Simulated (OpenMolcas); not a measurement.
# InPH4O (SMILES O[PH][InH2]), step by step

Wanted: a single-point energy (HF/ANO-R0), then a single-point energy (CASSCF(2,2)/ANO-R1), then an energy scan (CASPT2(2,2)/ANO-R1), then the energy along one coordinate (SC-NEVPT2(2,2)/ANO-R1), then an energy scan (MC-PDFT[tPBE](2,2)/ANO-R1) of InPH4O. 

Program for the calculation: OpenMolcas 26.06.

## Step 1: Starting point

InPH4O has 7 atoms, charge 0, and is taken as a singlet. As SMILES, `O[PH][InH2]`. Geometry: relaxed at PBE0-D4/def2-TZVP. This is one conformer, not always the lowest.

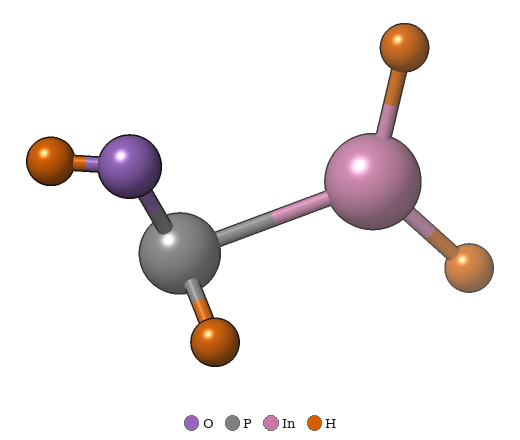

Viewed from a chosen angle; oxygen purple, phosphorus grey, indium pink, hydrogen orange.

## Step 2: The energy at HF/ANO-R0 (sfX2C) (run 1)

coord.xyz

```xyz
7

O     -1.844500     0.146900     0.079200
P     -0.622800    -0.370000    -0.935500
In     1.396900     0.365900     0.345900
H     -2.634300     0.311800    -0.441900
H     -0.483700    -1.722100    -0.492200
H      1.278200     1.623200     1.518000
H      2.910100    -0.355700    -0.073500
```

step1.inp

```
* H4InOP Hartree-Fock
>>> EXPORT MOLCAS_PRINT=2

&gateway
  coord=coord.xyz
  basis=ANO-R0
  group=NoSym

&seward

&scf
  prorbitals=0

&localisation
  occupied
  freeze
  pipek-mezey

&localisation
  fileorb=$Project.LocOrb
  virtual
  pipek-mezey
```

Started as:

```
$ export MOLCAS_MEM=1860
$ pymolcas step1.inp > step1.log
```

Standard output:

```text
--- Start Module: gateway ---
[...]
--- Stop Module: gateway /rc=_RC_ALL_IS_WELL_ ---
[...]
      Basis functions           45
[...]
       Convergence after  13 Iterations
[...]
::    Total SCF energy                              -6296.5291859697
[...]
      Total spin, S                                     0.0000000000
[...]
      Total electronic charge=   76.000000
      Total            charge=   -0.000000
[...]
      Dipole Moment (debye):
      Origin of the operator (angstrom)=    0.6799    0.1976    0.0756
                   X= -3.0332E+00               Y=  1.2817E-01               Z= -1.3340E+00           Total=  3.3161E+00
      Quadrupole Moment (debye*angstrom):
[...]
--- Start Module: localisation ---
[...]
--- Stop Module: localisation /rc=_RC_ALL_IS_WELL_ ---
--- Start Module: localisation ---
[...]
--- Stop Module: localisation /rc=_RC_ALL_IS_WELL_ ---
[...]
```

Wall time 9 s (1 thread of Intel Xeon Platinum 8259CL at 2.50GHz (Skylake/Cascade Lake), shared host); peak memory 0.41 GiB.

## Step 3: The energy at CASSCF(2,2)/ANO-R1 (sfX2C, RICD fitting) (run 2)

coord.xyz is that of step 2.

step2.input

```
>>> EXPORT MOLCAS_PRINT=2

&GATEWAY
 COORD
 coord.xyz
 BASIS
 ANO-R0
 GROUP
 NoSym

&SEWARD

&RASSCF
 FILEORB
 $CurrDir/step1.LocOrb
 ALTER
 2
 1 32 38
 1 39 44
 SPIN
 1
 NACTEL
 2 0 0
 INACTIVE
 37
 RAS2
 2
 ORBLISTING
 Nothing
>>> COPY $Project.RunFile RUNFIL1
>>> COPY $Project.RasOrb INPORB

&GATEWAY
 COORD
 coord.xyz
 BASIS
 ANO-R1
 GROUP
 NoSym
 RICD

&SEWARD
>>> COPY $Project.RunFile RUNFIL2

&EXPBAS

&RASSCF
 FILEORB
 $Project.ExpOrb
 SPIN
 1
 NACTEL
 2 0 0
 INACTIVE
 37
 RAS2
 2
 ORBLISTING
 Nothing
 ORBAPPEAR
 Compact
```

Started as:

```
$ export MOLCAS_MEM=1860
$ pymolcas step2.input > step2.log
```

Standard output:

```text
--- Start Module: gateway ---
[...]
      Basis functions           45
[...]
      Number of active orbitals                  2
[...]
      Spin quantum number                      0.0
[...]
      Active orbitals                            2
[...]
      Number of CSFs                             3
[...]
      Number of root(s) required                 1
[...]
      Convergence after 14 iterations
[...]
      printout of CI-coefficients larger than  0.05 for root  1
      energy=   -6296.545564
      conf/sym  11     Coeff  Weight
             1  20   0.99371 0.98745
             3  02  -0.11202 0.01255
      Natural orbitals and occupation numbers for root  1
      sym 1:   1.974903   0.025097
      ************************************************************************************************************************
      *                                                    Final results                                                     *
[...]
::    RASSCF root number  1 Total energy:  -6296.54556438
[...]
      Basis functions           95
[...]
      Convergence after 18 iterations
[...]
      Natural orbitals and occupation numbers for root  1
      sym 1:   1.981273   0.018727
      ************************************************************************************************************************
      *                                                    Final results                                                     *
[...]
::    RASSCF root number  1 Total energy:  -6297.13944202
[...]
      Total electronic charge=   76.000000
      Total            charge=   -0.000000
[...]
      Dipole Moment (debye):
      Origin of the operator (angstrom)=    0.6799    0.1976    0.0756
                   X= -3.5195E-01               Y= -2.2326E-01               Z= -4.6616E-01           Total=  6.2531E-01
      Quadrupole Moment (debye*angstrom):
[...]
```

Wall time 37 s (1 thread of Intel Xeon Platinum 8259CL at 2.50GHz (Skylake/Cascade Lake), shared host); peak memory 0.41 GiB.

## Step 4: An energy scan at CASPT2(2,2)/ANO-R1 (sfX2C, RICD fitting, ipea shift 0.25 Eh, pt2 variant SS) (run 3)

step3.inp

```
* H4InOP CASPT2
>>> COPY $CurrDir/step2.RasOrb $Project.RasOrb
>>> ForEach K in (1, 2, 3, 4, 5, 6, 7, 8, 9)

&GATEWAY
 Coord
 $CurrDir/point$K.xyz
 Basis
 ANO-R1
 Group
 NoSym
 RICD

&SEWARD

&RASSCF
 FileOrb
 $Project.RasOrb
 Spin
 1
 Nactel
 2 0 0
 Inactive
 37
 Ras2
 2
 OrbListing
 Nothing
 OrbAppear
 Compact

&CASPT2
 Imaginary
 0.2
 Frozen
 24
>>> EndDo
```

Started as:

```
$ export MOLCAS_MEM=1860
$ pymolcas step3.inp > step3.log
```

Standard output:

```text
[...]
      Basis functions           95
[...]
      Number of active orbitals                  2
[...]
      Spin quantum number                      0.0
[...]
      Active orbitals                            2
[...]
      Number of CSFs                             3
[...]
      Number of root(s) required                 1
[...]
      Convergence after 12 iterations
[...]
      printout of CI-coefficients larger than  0.05 for root  1
      energy=   -6297.126521
      conf/sym  11     Coeff  Weight
             1  20   0.99684 0.99370
             3  02  -0.07940 0.00630
      Natural orbitals and occupation numbers for root  1
      sym 1:   1.987392   0.012608
      ************************************************************************************************************************
      *                                                    Final results                                                     *
[...]
::    RASSCF root number  1 Total energy:  -6297.12652126
[...]
::    CASPT2 Root  1     Total energy:  -6297.82549425
[...]
      Convergence after 13 iterations
[...]
      Natural orbitals and occupation numbers for root  1
      sym 1:   1.981311   0.018689
      ************************************************************************************************************************
      *                                                    Final results                                                     *
[...]
      Convergence after 15 iterations
[...]
      Convergence after 18 iterations
[...]
      Convergence after 15 iterations
[...]
::    RASSCF root number  1 Total energy:  -6296.99237401
[...]
::    CASPT2 Root  1     Total energy:  -6297.67761273
[...]
      Convergence after 14 iterations
[...]
::    RASSCF root number  1 Total energy:  -6296.98941074
[...]
      Reference weight:           0.83385
[...]
::    CASPT2 Root  1     Total energy:  -6297.67445514
[...]
```

Wall time 4.2 min (1 thread of Intel Xeon Platinum 8259CL at 2.50GHz (Skylake/Cascade Lake), shared host); peak memory 0.28 GiB.

The scan, from its lowest point:

```csv
H4–O1 (Å),energy (kJ/mol)
0.864,34.5
0.960,0.0
1.057,18.4
1.201,89.6
1.393,202.2
1.633,315.3
1.921,389.8
2.305,422.8
2.881,431.1
```

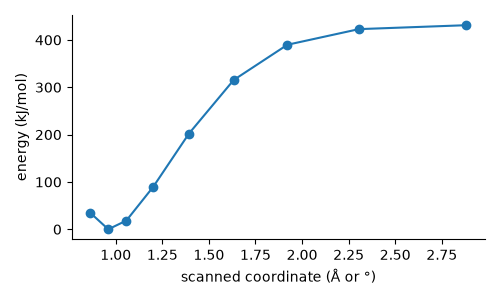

Energy along the scan.

## Step 5: An energy scan at SC-NEVPT2(2,2)/ANO-R1 (sfX2C, RICD fitting, pt2 variant SC-NEVPT2) (run 4)

step4.input

```
* H4InOP NEVPT2
>>> EXPORT MOLCAS_PRINT=2
>>> COPY $CurrDir/step2.RasOrb $Project.RasOrb
>>> ForEach K in (1, 2, 3, 4, 5, 6, 7, 8, 9)

&GATEWAY
 Coord=$CurrDir/point$K.xyz
 Basis=ANO-R1
 Group=NoSym
 RICD

&SEWARD

&RASSCF
 FileOrb=$Project.RasOrb
 Spin=1
 Nactel=2 0 0
 Inactive=37
 Ras2=2
 OrbListing=Nothing
 OrbAppear=Compact

&CASPT2
 SC-NEVPT2
 Frozen=24
>>> EndDo
```

Started as:

```
$ export MOLCAS_MEM=1860
$ pymolcas step4.input > step4.log
```

Standard output:

```text
--- Start Module: gateway ---
[...]
      Basis functions           95
[...]
      Number of active orbitals                  2
[...]
      Spin quantum number                      0.0
[...]
      Active orbitals                            2
[...]
      Number of CSFs                             3
[...]
      Number of root(s) required                 1
[...]
      Convergence after 12 iterations
[...]
      printout of CI-coefficients larger than  0.05 for root  1
      energy=   -6297.126521
      conf/sym  11     Coeff  Weight
             1  20   0.99684 0.99370
             3  02  -0.07940 0.00630
      Natural orbitals and occupation numbers for root  1
      sym 1:   1.987392   0.012608
      ************************************************************************************************************************
      *                                                    Final results                                                     *
[...]
::    RASSCF root number  1 Total energy:  -6297.12652126
[...]
::    SC-NEVPT2 Root  1     Total energy:  -6297.82451279
[...]
      Convergence after 13 iterations
[...]
      Natural orbitals and occupation numbers for root  1
      sym 1:   1.981311   0.018689
      ************************************************************************************************************************
      *                                                    Final results                                                     *
[...]
      Convergence after 15 iterations
[...]
      Convergence after 18 iterations
[...]
      Convergence after 15 iterations
[...]
::    RASSCF root number  1 Total energy:  -6296.99237401
[...]
::    SC-NEVPT2 Root  1     Total energy:  -6297.67250878
[...]
      Convergence after 14 iterations
[...]
::    RASSCF root number  1 Total energy:  -6296.98941074
[...]
::    SC-NEVPT2 Root  1     Total energy:  -6297.66926450
[...]
```

It took 4.2 min on 1 thread of Intel Xeon Platinum 8259CL at 2.50GHz (Skylake/Cascade Lake), shared host; peak memory 0.28 GiB.

The scan, from its lowest point:

```csv
H4–O1 (Å),energy (kJ/mol)
0.864,37.2
0.960,0.0
1.057,16.1
1.201,85.6
1.393,200.1
1.633,319.9
1.921,400.8
2.305,436.3
2.881,444.8
```

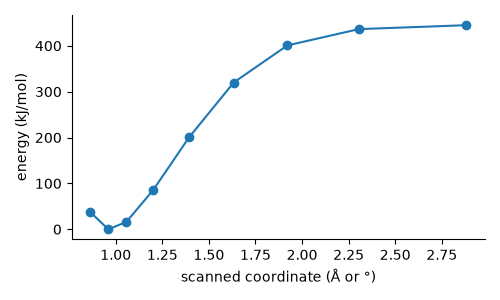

Energy along the scan.

## Step 6: The energy along one coordinate at MC-PDFT[tPBE](2,2)/ANO-R1 (sfX2C, RICD fitting) (run 5)

step5.inp

```
* H4InOP MC-PDFT
>>> EXPORT MOLCAS_PRINT=2
>>> COPY $CurrDir/step2.RasOrb $Project.RasOrb
>>> ForEach K in (1, 2, 3, 4, 5, 6, 7, 8, 9)

&GATEWAY
  Coord=$CurrDir/point$K.xyz
  Basis=ANO-R1
  Group=NoSym
  RICD

&SEWARD

&RASSCF
  FileOrb=$Project.RasOrb
  Spin=1
  Nactel=2 0 0
  Inactive=37
  Ras2=2
  OrbListing=Nothing
  OrbAppear=Compact

&MCPDFT
  KSDFT=T:PBE
>>> EndDo
```

Started as:

```
$ export MOLCAS_MEM=1860
$ pymolcas step5.inp > step5.log
```

Standard output:

```text
--- Start Module: gateway ---
[...]
      Basis functions           95
[...]
      Number of active orbitals                  2
[...]
      Spin quantum number                      0.0
[...]
      Active orbitals                            2
[...]
      Number of CSFs                             3
[...]
      Number of root(s) required                 1
[...]
      Convergence after 12 iterations
[...]
      printout of CI-coefficients larger than  0.05 for root  1
      energy=   -6297.126521
      conf/sym  11     Coeff  Weight
             1  20   0.99684 0.99370
             3  02  -0.07940 0.00630
      Natural orbitals and occupation numbers for root  1
      sym 1:   1.987392   0.012608
      ************************************************************************************************************************
      *                                                    Final results                                                     *
[...]
::    RASSCF root number  1 Total energy:  -6297.12652126
[...]
::    MCPDFT root number  1 Total energy:  -6300.15807539
[...]
      Convergence after 13 iterations
[...]
      Natural orbitals and occupation numbers for root  1
      sym 1:   1.981311   0.018689
      ************************************************************************************************************************
      *                                                    Final results                                                     *
[...]
      Convergence after 15 iterations
[...]
      Convergence after 18 iterations
[...]
      Convergence after 15 iterations
[...]
::    RASSCF root number  1 Total energy:  -6296.99237401
[...]
::    MCPDFT root number  1 Total energy:  -6300.00539631
[...]
      Convergence after 14 iterations
[...]
::    RASSCF root number  1 Total energy:  -6296.98941074
[...]
::    MCPDFT root number  1 Total energy:  -6300.00133722
[...]
```

It took 4.4 min on 1 thread of Intel Xeon Platinum 8259CL at 2.50GHz (Skylake/Cascade Lake), shared host; peak memory 0.28 GiB.

The scan, from its lowest point:

```csv
H4–O1 (Å),energy (kJ/mol)
0.864,37.0
0.960,0.0
1.057,14.8
1.201,80.5
1.393,189.1
1.633,307.0
1.921,394.4
2.305,437.9
2.881,448.5
```

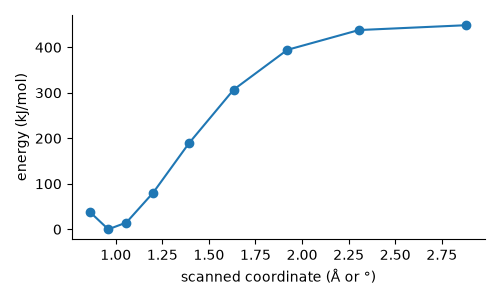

Energy along the scan.

## Step 7: What came out

```
                                                   quantity           value
                             run 1, HF/ANO-R0: total energy  -6296.52919 Eh
                            run 1, HF/ANO-R0: dipole moment          3.32 D
                              run 1, HF/ANO-R0: HOMO energy        -9.51 eV
                              run 1, HF/ANO-R0: LUMO energy        -0.69 eV
                            run 1, HF/ANO-R0: HOMO–LUMO gap         8.82 eV
                    run 2, CASSCF(2,2)/ANO-R1: total energy  -6297.13944 Eh
  run 2, CASSCF(2,2)/ANO-R1: dipole moment (CASSCF density)          0.63 D
       run 3, CASPT2(2,2)/ANO-R1: lowest energy of the scan  -6297.83865 Eh
    run 4, SC-NEVPT2(2,2)/ANO-R1: lowest energy of the scan  -6297.83870 Eh
run 5, MC-PDFT[tPBE](2,2)/ANO-R1: lowest energy of the scan  -6300.17218 Eh
```
